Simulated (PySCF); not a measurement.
Reaction (SMILES): N#P (N-P) + H+ → [NH+]#P
B3LYP-D3(BJ)/def2-TZVP geometries, fixed; electronic energies without zero-point terms; positive where energy is released.
Largest species:
```xyz
3

N      0.0000     0.0000    -0.9047
P      0.0000     0.0000     0.5502
H      0.0000     0.0000    -1.9194
```
Charge +1, spin multiplicity 1.

Basis-set convergence of the proton affinity at PBE with PySCF. All functions are spherical. Density fitting with generated auxiliary sets. In sets without p functions on hydrogen, species with hydrogen take exact integrals. The proton sits at the site shown, which need not be the one that binds it best. No added dispersion term, no relativity. Functions are those of the species that has most. Reference: the value in aug-pcseg-3, 195.47 kcal/mol, itself unsure by roughly 0.07 kcal/mol (its mean distance from aug-cc-pV(Q+d)Z, cc-pV(5+d)Z, def2-QZVPPD). Deviations are taken from unrounded values.

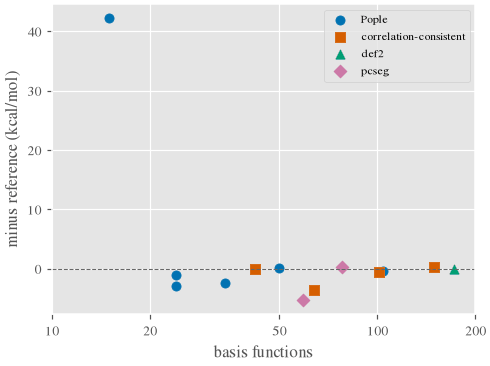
Fig. 1. Deviation from the reference against the number of basis functions, by family of sets.

| basis | functions | proton affinity (kcal/mol) | minus reference (kcal/mol) |
|---|---|---|---|
| STO-3G | 15 | 237.71 | 42.24 |
| 3-21G | 24 | 194.46 | -1.01 |
| 6-31G | 24 | 192.61 | -2.86 |
| 6-31G* | 34 | 193.11 | -2.36 |
| cc-pV(D+d)Z | 42 | 195.49 | 0.02 |
| 6-311G** | 50 | 195.66 | 0.18 |
| aug-pcseg-1 | 59 | 190.15 | -5.32 |
| aug-cc-pV(D+d)Z | 64 | 191.89 | -3.59 |
| pcseg-2 | 78 | 195.74 | 0.27 |
| jun-cc-pV(T+d)Z | 101 | 194.93 | -0.54 |
| 6-311++G(3df,3pd) | 104 | 195.05 | -0.42 |
| cc-pV(Q+d)Z | 149 | 195.77 | 0.30 |
| def2-QZVPPD | 172 | 195.37 | -0.10 |
